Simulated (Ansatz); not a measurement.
# FGeH3O: the cost of one run

Program: Ansatz 0.2.0, Gaussian basis. Level of theory: the settings change from run to run. These are calculated values, not measurements.

## 1. The molecule

The structure was relaxed beforehand with PBE0-D4 in a triple-zeta def2 set.

SMILES `[OH][GeH2][F]`, 6 atoms, charge 0, spin multiplicity 1.

Atoms are counted from 1 here; the program's logs count them from 0.

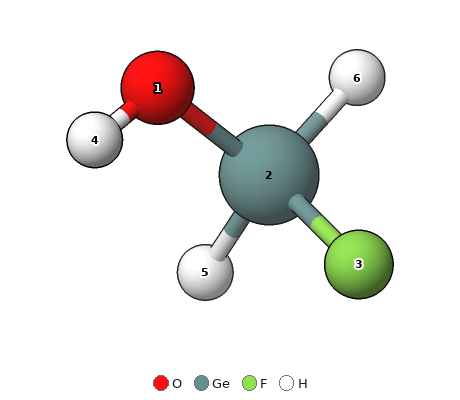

The geometry (oxygen red, germanium teal, fluorine green, hydrogen white); atoms are numbered from 1 in the order of the file.

## 2. CAM-B3LYP/def2-SVP

Options: charge -1, multiplicity 2, density fitting with def2-universal-jkfit, D4 dispersion.

Input file in.yaml:

```yaml
crystal:
  periodic: [false, false, false]
  atoms:
    - {symbol: O, position_ang: [-1.334855, -0.126436, -0.294593]}
    - {symbol: Ge, position_ang: [0.317954, 0.186998, 0.224237]}
    - {symbol: F, position_ang: [1.090673, -1.349608, 0.477170]}
    - {symbol: H, position_ang: [-1.394420, -0.538407, -1.159686]}
    - {symbol: H, position_ang: [1.145410, 0.875428, -0.869288]}
    - {symbol: H, position_ang: [0.217337, 0.887927, 1.575961]}
basis:
  gaussian: {orbitals: def2-SVP, fitting: {mean_field: def2-universal-jkfit}}
total_charge: -1
magnetization: {spin_polarized: true, initial_magnetization: 1}
hamiltonian: {xc: {name: CAM-B3LYP}, dispersion: d4}
output: {forces: true}
```

Started as:

```bash
ansatz run in.yaml --threads 2 --pin off --events-out ev --progress --plain --max-ram 22528MiB --backend cpu
```

What time and memory should one allow on 2 threads of AMD EPYC 7R13, shared host?

About 3.2 s, with a peak of 0.27 GiB.
